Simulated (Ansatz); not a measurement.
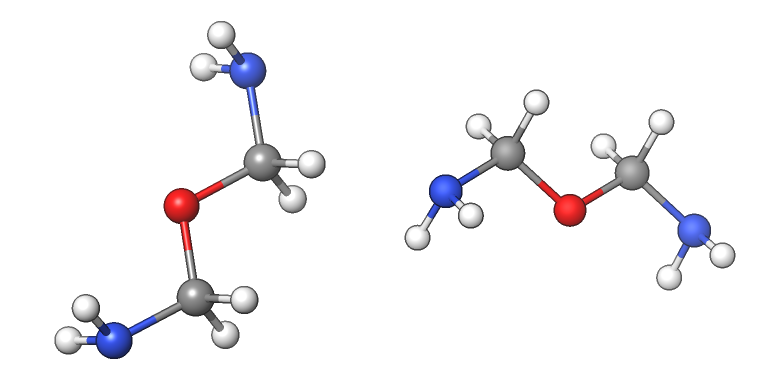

Two views of one molecule. Colours: nitrogen blue, carbon grey, oxygen red, hydrogen white.

The computed structure is the end point of a PBE0-D4/def2-TZVP optimisation. No frequency run is at hand to confirm it as a minimum.

What is the molecular formula?

C2H8N2O, 13 atoms: 2 carbon, 8 hydrogen, 2 nitrogen and 1 oxygen.

Give a SMILES string for it.

NCOCN

Name functional groups in it.

Among them: ether, primary amine.

What is the point group of this geometry?

C2v.

The parts below concern this one geometry. Atoms keep their numbers from picture to picture.

Shape

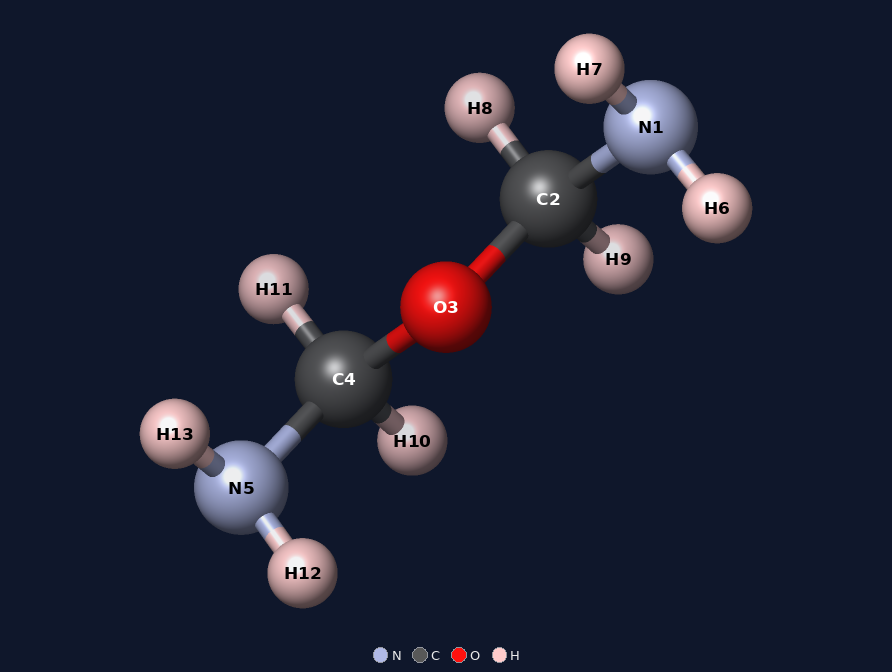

No frequency run is at hand to confirm it as a minimum.

Give the bond lengths.

```json
{"bond": "N1–C2", "length (Å)": "1.420", "order": "single"}
{"bond": "N1–H6", "length (Å)": "1.012", "order": "single"}
{"bond": "N1–H7", "length (Å)": "1.012", "order": "single"}
{"bond": "C2–O3", "length (Å)": "1.417", "order": "single"}
{"bond": "C2–H8", "length (Å)": "1.099", "order": "single"}
{"bond": "C2–H9", "length (Å)": "1.099", "order": "single"}
{"bond": "O3–C4", "length (Å)": "1.417", "order": "single"}
{"bond": "C4–N5", "length (Å)": "1.420", "order": "single"}
{"bond": "C4–H10", "length (Å)": "1.099", "order": "single"}
{"bond": "C4–H11", "length (Å)": "1.099", "order": "single"}
{"bond": "N5–H12", "length (Å)": "1.012", "order": "single"}
{"bond": "N5–H13", "length (Å)": "1.012", "order": "single"}
```

Levels of theory compared

No frequency run is at hand to confirm it as a minimum. Program: Ansatz 0.2.0.

Compare HOMO–LUMO gap (eV) at these levels: B3LYP-D4/def2-TZVPP; PBE-D4/def2-TZVPP; PBE0-D4/def2-TZVPP; r2SCAN-D4/def2-TZVPP; ωB97M-V/def2-TZVPP; ωB97X-V/def2-TZVPP.

| level | HOMO–LUMO gap (eV) |
| --- | --- |
| B3LYP-D4/def2-TZVPP | 7.69 |
| PBE-D4/def2-TZVPP | 5.98 |
| PBE0-D4/def2-TZVPP | 8.30 |
| r2SCAN-D4/def2-TZVPP | 7.06 |
| ωB97M-V/def2-TZVPP | 12.10 |
| ωB97X-V/def2-TZVPP | 12.65 |

Dipole moment

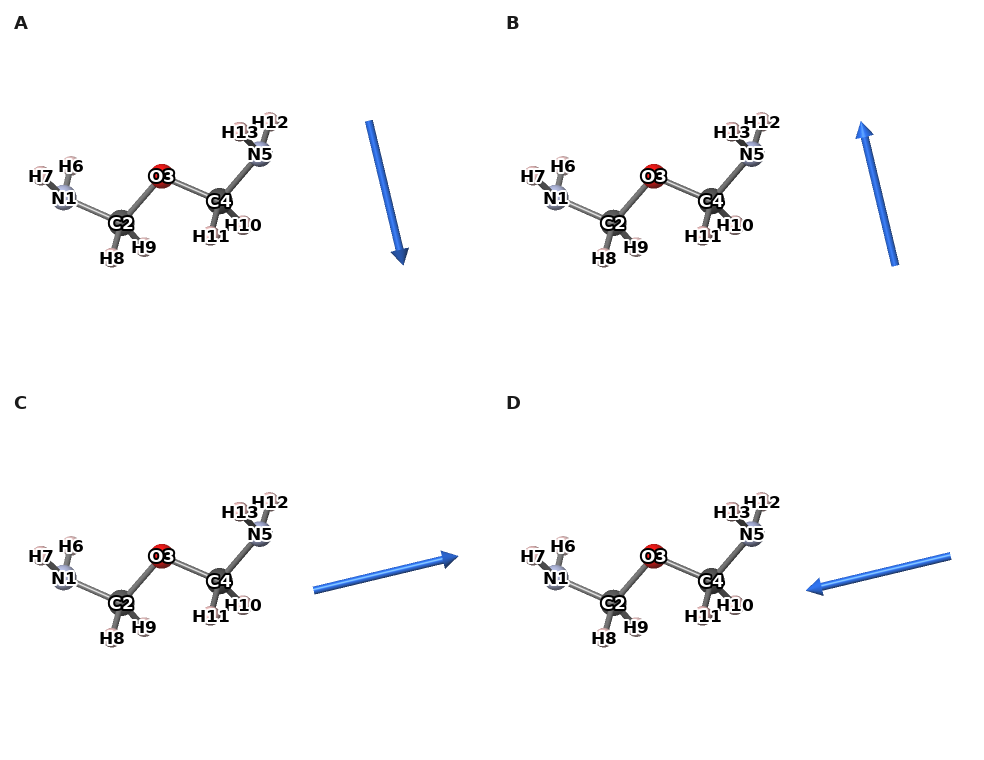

The same molecule four times, each with an arrow. No frequency run is at hand to confirm it as a minimum. Method: RKS PBE0-D4/def2-TZVP (Ansatz 0.2.0).

Which arrow points along the dipole moment, from the negative to the positive end?

B. The dipole moment is 0.83 D; it points from the side of H8, H9, H10, H11 to the side of H6, H7, H12, H13 (the outermost atoms at the two ends).

Charges

The questions are on Mulliken charges. No frequency run is at hand to confirm it as a minimum. Level of theory: RKS ωB97M-V/def2-TZVPP (Ansatz 0.2.0).

Give the Mulliken charges atom by atom.

```csv
atom,value (e)
N1,−0.29
C2,0.03
O3,−0.30
C4,0.03
N5,−0.29
H6,0.11
H7,0.11
H8,0.10
H9,0.10
H10,0.10
H11,0.10
H12,0.11
H13,0.11
```

Mulliken values depend strongly on the basis set and can even reverse the polarity of a bond.
